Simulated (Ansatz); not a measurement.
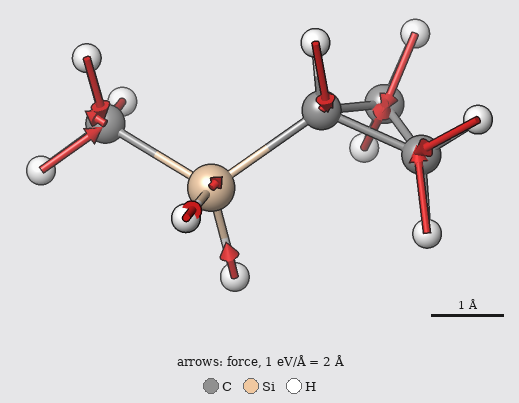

Starting geometry of C4H10Si with the computed forces as red arrows. Style: ball-and-stick. Shown from a free direction.

The start comes from PBE-D4/def2-SVP.

Theory: RKS PBE0-D4/def2-TZVP in Ansatz 0.2.0. Set-up: force threshold 0.005 eV/Å; at most 150 steps.

What follows when this structure is relaxed?

Answer. It isn't relaxed: the largest force vector, on H atoms, is 0.62 eV/Å. The final displacements follow the starting forces only in part (cosine between the two patterns 0.65). The largest move after the best rigid fit is that of an H atom, 0.045 Å. Largest moves by element: H 0.045 Å, C 0.026 Å, Si 0.023 Å. Near-neighbour distances that change, for instance: C–Si 1.878 → 1.855 Å, C–Si 1.891 → 1.871 Å, C–H 1.102 → 1.083 Å, H–Si 1.510 → 1.493 Å. After 4 geometry steps the energy has fallen by 0.066 eV. Largest force component: 0.61 eV/Å at the start, 0.0046 eV/Å at the end.
